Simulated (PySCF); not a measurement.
**[ReO2F2]+: other spin states and a change of charge**

Aim: at the relaxed geometry of [ReO2F2]+, try other spin states and a change of charge. The structure is generated, not taken from experiment.

Computed with PySCF 2.14.0. Level: TPSS, Re def2-SVP with ECP60, O def2-SVP, F def2-SVP; scalar-relativistic core potentials, no spin–orbit coupling.

3 further runs of the same task are left out: 1 for a known fault of the program, 1 that didn't finish, 1 set aside as unsound or not needed.

### Step 1. Starting geometry

5 atoms, charge 1, spin multiplicity 1.

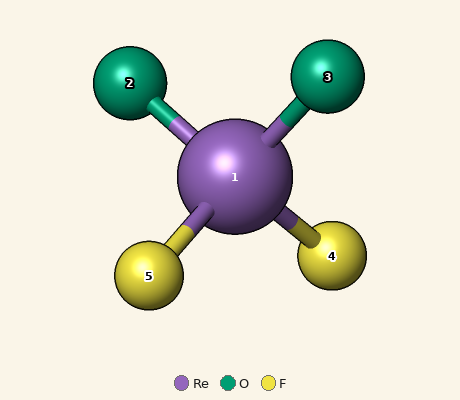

The geometry (rhenium purple, oxygen teal, fluorine yellow); atoms are numbered from 1 in the order of the file.

Coordinates:

```xyz
5
F2O2Re
Re    0.0000    0.0000   -0.0451
O     0.9406    0.9406    0.9761
O    -0.9406   -0.9406    0.9761
F     1.0991   -1.0991   -0.9846
F    -1.0991    1.0991   -0.9846
```

Formal oxidation states: Re +7. An earlier session relaxed this geometry at TPSS, Re def2-SVP with ECP60, O def2-SVP, F def2-SVP (singlet, point group C2v).

Its energy there is -427.997200 Eh.

### Step 2. Multiplicity 3 at the relaxed geometry

Input file run.py (the lines that set the calculation):

```python
mol = gto.M(atom='''
Re     0.00000     0.00000    -0.04507
O      0.94056     0.94056     0.97606
O     -0.94056    -0.94056     0.97606
F      1.09911    -1.09911    -0.98464
F     -1.09911     1.09911    -0.98464''',
    basis={'Re': 'def2-SVP', 'O': 'def2-SVP', 'F': 'def2-SVP'},
    ecp={'Re': 'def2-SVP'},
    charge=1, spin=2)
mf = dft.UKS(mol, xc='TPSS')
mf.grids.atom_grid = (50, 194)
mf = mf.density_fit()  # fitting sets: Re def2-universal-JKFIT, O def2-universal-JKFIT, F def2-universal-JKFIT
mf.conv_tol = 1e-08; mf.max_cycle = 55
mf.kernel(dm0)  # dm0: free metal ions and neutral atoms
```

Started as:

```sh
> OMP_NUM_THREADS=2 python run.py
```

Output:

```text
init E= -438.106268026482
cycle= 1 E= -425.071304267471  delta_E=   13  |g|= 2.74  |ddm|= 3.15
cycle= 2 E= -421.884709399626  delta_E= 3.19  |g|=  3.6  |ddm|= 4.46
cycle= 3 E= -426.689543408846  delta_E= -4.8  |g|= 1.68  |ddm|= 3.64
cycle= 4 E= -426.334643742719  delta_E= 0.355  |g|= 1.79  |ddm|=  2.3
cycle= 5 E= -427.790254821945  delta_E= -1.46  |g|= 0.405  |ddm|= 1.53
cycle= 6 E= -427.844612650907  delta_E= -0.0544  |g|= 0.196  |ddm|= 0.293
cycle= 7 E= -427.857818646296  delta_E= -0.0132  |g|= 0.0853  |ddm|= 0.128
cycle= 8 E= -427.861013426878  delta_E= -0.00319  |g|= 0.0067  |ddm|= 0.0795
cycle= 9 E= -427.861033733077  delta_E= -2.03e-05  |g|= 0.00132  |ddm|= 0.00929
cycle= 10 E= -427.861034632102  delta_E= -8.99e-07  |g|= 0.000435  |ddm|= 0.00185
cycle= 11 E= -427.861034741908  delta_E= -1.1e-07  |g|= 0.000104  |ddm|= 0.000717
cycle= 12 E= -427.861034751696  delta_E= -9.79e-09  |g|= 2.22e-05  |ddm|= 0.000201
Extra cycle  E= -427.861034751948  delta_E= -2.51e-10  |g|= 3.55e-05  |ddm|= 5.88e-05
converged SCF energy = -427.861034751948  <S^2> = 2.0091469  2S+1 = 3.0060918
```

It took 11 s on 2 threads of Intel Xeon at 2.50GHz (Skylake/Cascade Lake), shared host.

Read off: E = -427.861035 Eh (+3.705 eV from the relaxed state), HOMO -12.07 eV, LUMO -15.30 eV (over both spins), ⟨S²⟩ = 2.009, Mulliken charge on Re1 +1.48 e. An empty level of one spin lies below a filled level of the other.

### Step 3. One electron removed, multiplicity 2

run.py (the lines that set the calculation): that of step 2 with these lines changed.

```diff
@@ -8,3 +8,3 @@
     ecp={'Re': 'def2-SVP'},
-    charge=1, spin=2)
+    charge=2, spin=1)
 mf = dft.UKS(mol, xc='TPSS')
@@ -13,2 +13,2 @@
 mf.conv_tol = 1e-08; mf.max_cycle = 55
-mf.kernel(dm0)  # dm0: free metal ions and neutral atoms
+mf.kernel(dm0)  # dm0: the density of the relaxed state
```

Started as:

```sh
> OMP_NUM_THREADS=2 python run.py
```

Output:

```text
init E= -428.001273406983
  HOMO = -0.592088288082  LUMO = -0.583133101934  gap/eV = 0.24368
cycle= 1 E= -427.197742760506  delta_E= 0.804  |g|= 0.411  |ddm|= 0.684
cycle= 2 E= -425.007162262496  delta_E= 2.19  |g|= 2.27  |ddm|= 1.65
  HOMO = -0.939155098066  LUMO = -0.89377472951  gap/eV = 1.23486
cycle= 3 E= -427.221230236955  delta_E= -2.21  |g|= 0.396  |ddm|=  1.5
  HOMO = -0.909605382417  LUMO = -0.866481865131  gap/eV = 1.17345
cycle= 4 E= -427.244061835024  delta_E= -0.0228  |g|= 0.284  |ddm|= 0.375
  HOMO = -0.900771612396  LUMO = -0.856722691226  gap/eV = 1.19863
cycle= 5 E= -427.27518536891  delta_E= -0.0311  |g|= 0.0222  |ddm|= 0.195
  HOMO = -0.902630859978  LUMO = -0.854375496446  gap/eV = 1.31310
cycle= 6 E= -427.275506722594  delta_E= -0.000321  |g|= 0.00468  |ddm|= 0.0305
  HOMO = -0.902579354156  LUMO = -0.852758493171  gap/eV = 1.35569
cycle= 7 E= -427.275534282795  delta_E= -2.76e-05  |g|= 0.00315  |ddm|= 0.0113
  HOMO = -0.90236519249  LUMO = -0.8523074209  gap/eV = 1.36214
cycle= 8 E= -427.275535311735  delta_E= -1.03e-06  |g|= 0.0036  |ddm|= 0.00498
  HOMO = -0.902366625755  LUMO = -0.852288567519  gap/eV = 1.36269
cycle= 9 E= -427.275539155767  delta_E= -3.84e-06  |g|= 0.00209  |ddm|= 0.00361
  HOMO = -0.902304803441  LUMO = -0.852276172423  gap/eV = 1.36135
cycle= 10 E= -427.275541246527  delta_E= -2.09e-06  |g|= 0.000237  |ddm|= 0.00199
  HOMO = -0.90228269483  LUMO = -0.852262839349  gap/eV = 1.36111
cycle= 11 E= -427.275541290956  delta_E= -4.44e-08  |g|= 5.9e-05  |ddm|= 0.000432
  HOMO = -0.902276746006  LUMO = -0.852258719245  gap/eV = 1.36106
cycle= 12 E= -427.275541292879  delta_E= -1.92e-09  |g|= 2.47e-05  |ddm|= 7.88e-05
  HOMO = -0.90227529521  LUMO = -0.852254525179  gap/eV = 1.36113
Extra cycle  E= -427.275541288645  delta_E= 4.23e-09  |g|= 0.000107  |ddm|= 9.01e-05
converged SCF energy = -427.275541288645  <S^2> = 0.78472621  2S+1 = 2.0344299
```

Wall time 9.6 s (2 threads of Intel Xeon at 2.50GHz (Skylake/Cascade Lake), shared host).

Result: E = -427.275541 Eh (+19.637 eV from the relaxed state), HOMO -24.55 eV, LUMO -23.19 eV (over both spins), ⟨S²⟩ = 0.785, Mulliken charge on Re1 +1.77 e. 

### Step 4. One electron added, multiplicity 2

run.py (the lines that set the calculation): that of step 3 with these lines changed.

```diff
@@ -8,3 +8,3 @@
     ecp={'Re': 'def2-SVP'},
-    charge=2, spin=1)
+    charge=0, spin=1)
 mf = dft.UKS(mol, xc='TPSS')
```

Started as:

```sh
> OMP_NUM_THREADS=2 python run.py
```

Output:

```text
init E= -428.000947564921
  HOMO = -0.438257098328  LUMO = -0.429852626339  gap/eV = 0.22870
cycle= 1 E= -428.248669386551  delta_E= -0.248  |g|= 0.299  |ddm|= 1.12
  HOMO = -0.0657038483083  LUMO = -0.0431897189245  gap/eV = 0.61264
cycle= 2 E= -428.145068202002  delta_E= 0.104  |g|= 0.569  |ddm|= 0.847
  HOMO = -0.143936659269  LUMO = -0.119097351726  gap/eV = 0.67591
cycle= 3 E= -428.252191201067  delta_E= -0.107  |g|= 0.34  |ddm|= 0.648
  HOMO = -0.159562447719  LUMO = -0.137439462796  gap/eV = 0.60200
cycle= 4 E= -428.291517271225  delta_E= -0.0393  |g|= 0.0986  |ddm|= 0.262
  HOMO = -0.16115277837  LUMO = -0.13678845392  gap/eV = 0.66299
cycle= 5 E= -428.294974083013  delta_E= -0.00346  |g|= 0.0239  |ddm|= 0.0884
  HOMO = -0.161977591856  LUMO = -0.136467182269  gap/eV = 0.69417
cycle= 6 E= -428.295200704106  delta_E= -0.000227  |g|= 0.00321  |ddm|= 0.0209
  HOMO = -0.161881857327  LUMO = -0.136266107084  gap/eV = 0.69704
cycle= 7 E= -428.295205691131  delta_E= -4.99e-06  |g|= 0.000716  |ddm|= 0.00417
  HOMO = -0.161866805624  LUMO = -0.136208300043  gap/eV = 0.69820
cycle= 8 E= -428.295206328365  delta_E= -6.37e-07  |g|= 0.000253  |ddm|= 0.00156
  HOMO = -0.161887449643  LUMO = -0.136194352857  gap/eV = 0.69914
cycle= 9 E= -428.295206426397  delta_E= -9.8e-08  |g|= 0.000104  |ddm|= 0.000773
  HOMO = -0.16189224539  LUMO = -0.136197889324  gap/eV = 0.69918
cycle= 10 E= -428.295206405297  delta_E= 2.11e-08  |g|= 0.000263  |ddm|= 0.000274
  HOMO = -0.161893679032  LUMO = -0.136199419718  gap/eV = 0.69918
cycle= 11 E= -428.295206433914  delta_E= -2.86e-08  |g|= 1.73e-05  |ddm|= 0.000194
  HOMO = -0.161893118116  LUMO = -0.136200258204  gap/eV = 0.69914
cycle= 12 E= -428.295206434077  delta_E= -1.63e-10  |g|= 2.37e-06  |ddm|= 1.99e-05
  HOMO = -0.161892893394  LUMO = -0.136200038456  gap/eV = 0.69914
Extra cycle  E= -428.295206434062  delta_E= 1.47e-11  |g|= 6.75e-06  |ddm|= 6.35e-06
converged SCF energy = -428.295206434062  <S^2> = 0.75244349  2S+1 = 2.002442
```

Run time: 9.7 s. Hardware: 2 threads of Intel Xeon at 2.50GHz (Skylake/Cascade Lake), shared host.

It gives: E = -428.295206 Eh (-8.109 eV from the relaxed state), HOMO -4.41 eV, LUMO -4.02 eV (over both spins), ⟨S²⟩ = 0.752, Mulliken charge on Re1 +1.23 e. 

### Step 5. The states side by side

| state | energy from the relaxed state (eV) | ⟨S²⟩ | time |
| --- | --- | --- | --- |
| charge +1, singlet, vacuum (relaxed) | 0 | 0.00 |  |
| charge 0, doublet, vacuum | -8.11 | 0.75 | 9.7 s |
| charge +1, triplet, vacuum | 3.71 | 2.01 | 11 s |
| charge +2, doublet, vacuum | 19.64 | 0.78 | 9.6 s |

An electron taken off or put on is at rest in vacuum. 

Removing an electron vertically costs 19.64 eV (doublet), against −HOMO = 15.99 eV. Adding an electron vertically releases 8.11 eV (doublet). The triplet lies 3.71 eV above at this geometry. The bases are small and lack diffuse functions. Spin–orbit coupling is left out.
